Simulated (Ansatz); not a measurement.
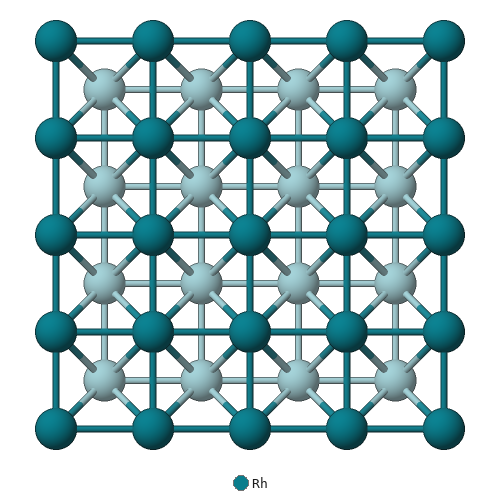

The system is Si on a Rh(100) slab cut from the Fm-3m phase, its upper half relaxed before the scan (12 atoms of substrate and one adsorbate in a 2 × 2 cell); the picture shows it without the atoms that are moved over the map. Si is moved over the surface cell; relaxed at each place: the height of the adsorbate's atoms; substrate rigid; the origin of the map has the adsorbate above Rh9. Places are given modulo a cell vector. The map is drawn in real space over the plane of the surface. The grid has 6 × 6 points; 10 points were computed and 26 follow by symmetry. Places are given in fractions of the 1 × 1 surface cell. Energies are in eV, from the lowest grid point. All numbers below come from DFT PBE, scalar-relativistic, plane waves, PAW (Ansatz 0.2.0). Settings: cutoff 420 eV, k-mesh 5×5×1, gaussian smearing 0.1 eV, no spin polarisation.

Range: position of Si13 along the first surface vector from 0.000 to 0.833; position of Si13 along the second surface vector from 0.000 to 0.833.

Q: What landscape does the calculation give?

A: The lowest grid point is at a fourfold hollow over a second-layer Rh atom, (3/6, 3/6) of the cell vectors. No other kind of well shows on this grid. The highest grid point, the top site over a surface Rh atom, (0/6, 0/6) of the cell vectors, lies 2.06 eV above the lowest. On the interpolated surface the easiest way out of the lowest well to its copy in the next cell or period passes a barrier of about 1.2 eV. At the lowest point the adsorbate has 4 Rh at 2.35 Å as nearest neighbours, at the highest 1 Rh at 2.14 Å. Its relaxed height above the top atom is 1.36 Å at the lowest and 2.14 Å at the highest point.

| second ↓, first → | 0/6 | 1/6 | 2/6 | 3/6 | 4/6 | 5/6 |
| --- | --- | --- | --- | --- | --- | --- |
| 5/6 | 1.94 | 1.82 | 1.42 | 1.05 | 1.42 | 1.82 |
| 4/6 | 1.56 | 1.42 | 0.97 | 0.52 | 0.97 | 1.42 |
| 3/6 | 1.21 | 1.05 | 0.52 | 0.00 | 0.52 | 1.05 |
| 2/6 | 1.56 | 1.42 | 0.97 | 0.52 | 0.97 | 1.42 |
| 1/6 | 1.94 | 1.82 | 1.42 | 1.05 | 1.42 | 1.82 |
| 0/6 | 2.06 | 1.94 | 1.56 | 1.21 | 1.56 | 1.94 |

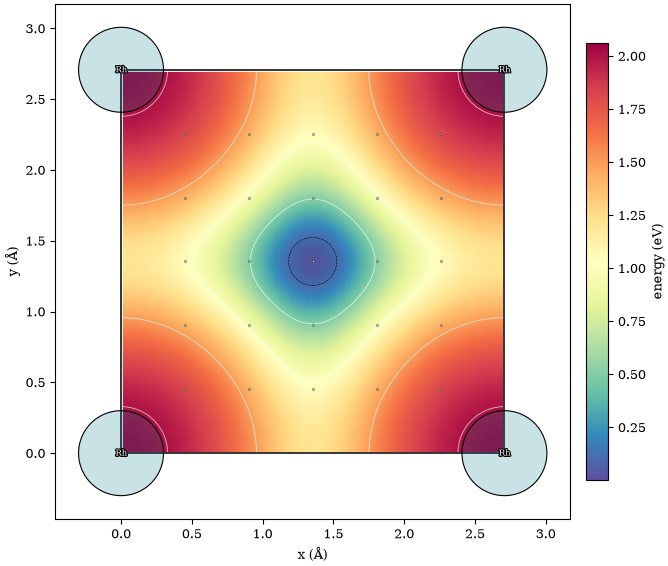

Drawn: a smooth colour map with a few white contour lines, dots at the grid points, labelled circles for the atoms of the top layer and small ones for the second layer, the outline of one cell of the plane. Between grid points the surface is interpolated.

Each point was launched as `ansatz run input.yaml --threads 4 --pin off --max-ram 12288MiB --backend cpu --events-out ev --progress --plain --runs-dir out`. The whole map (10 points run) took 18 min on 4 threads of Arm Neoverse N1, with other jobs on the host.

PAW datasets: the set soft_1.
